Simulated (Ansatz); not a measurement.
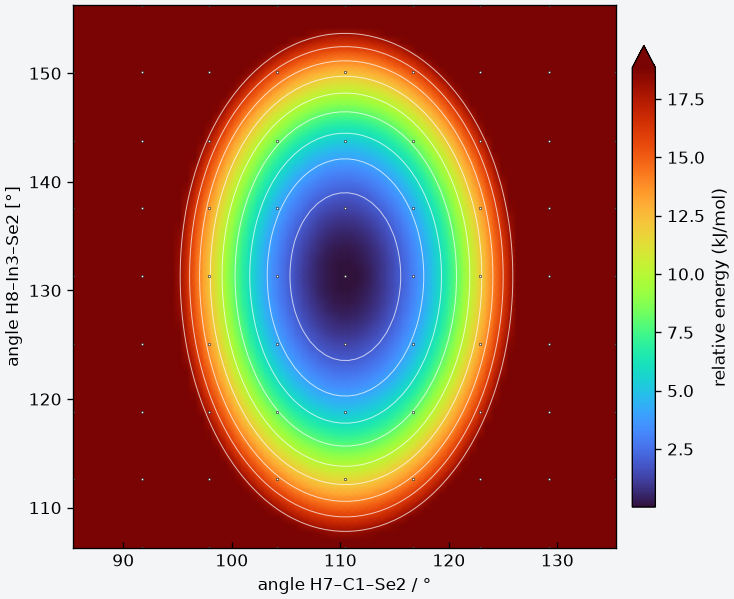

CH4ClInSe, SMILES C[Se][InH][Cl]. Coordinates scanned: (1) angle H7–C1–Se2; (2) angle H8–In3–Se2. Nothing is relaxed (all other coordinates rigid). The scan uses a 9 × 9 grid. Points are written as (first, second). Energies are in kJ/mol, from the relaxed molecule at the same level. Level of theory: RKS PBE0-D4/def2-TZVP (Ansatz).

The picture shows a smooth colour map with a few white contour lines, dots at the grid points, one colour for all values above the top of the scale. Between grid points the surface is interpolated.

Q: Estimate the position of the minimum and the force constants in these coordinates.

A: The interpolated minimum is at angle H7–C1–Se2 ≈ 110.4°, angle H8–In3–Se2 ≈ 131.3°. The curvatures there are about 5.2 eV/rad² and 2.3 eV/rad², with a cross term of about 0 eV/rad². Round the minimum the two coordinates are nearly uncoupled. (1 eV is 96.5 kJ/mol.)
